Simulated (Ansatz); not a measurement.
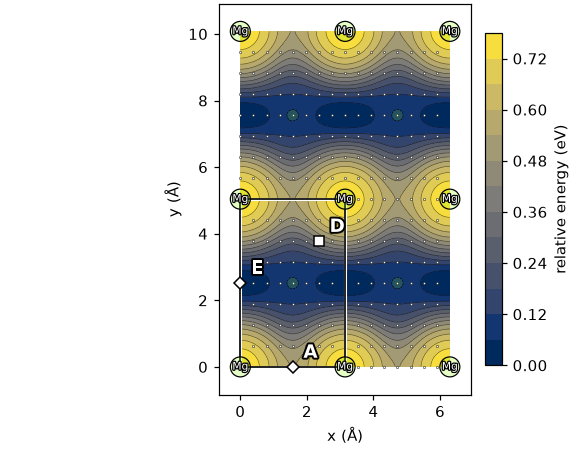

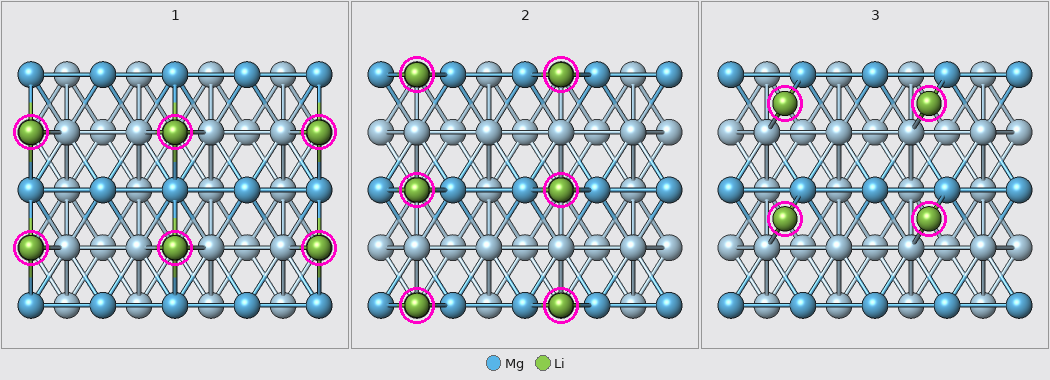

Li on a Mg(100) slab cut from the P6_3/mmc phase, its upper half relaxed before the scan (8 atoms of substrate and one adsorbate in a 2 × 1 cell). Li is moved over the surface cell; relaxed at each place: the height of the adsorbate's atoms; substrate rigid; the origin of the map has the adsorbate above Mg7. Places are given modulo a cell vector. The map is drawn in real space over the plane of the surface. The scan uses an 8 × 8 grid; 25 points were computed and 39 follow by symmetry. Places are given in fractions of the 1 × 1 surface cell. Energies are in eV, from the lowest grid point. Theory: Ansatz, DFT LDA, scalar-relativistic, plane waves, PAW. Settings: cutoff 420 eV, k-mesh 4×5×1, gaussian smearing 0.1 eV, no spin polarisation.

In the figure: filled contours, dots at the grid points, labelled circles for the atoms of the top layer and small ones for the second layer, the outline of one cell of the 2 × 2 shown, lettered points. Between grid points the surface is interpolated. The numbered pictures are the structures at these points, in random order. Rings mark the moved atoms.

**Which structure belongs to which point?**

A is structure 2: a bridge site between two Mg atoms, over a third-layer Mg atom, (4/8, 0/8) of the cell vectors, 0.54 eV; D is structure 3: (6/8, 6/8) of the cell vectors [nearest 1 Mg at 2.57 Å], 0.39 eV; E is structure 1: the trough between two rows of top atoms, (0/8, 4/8) of the cell vectors, 0.00 eV.
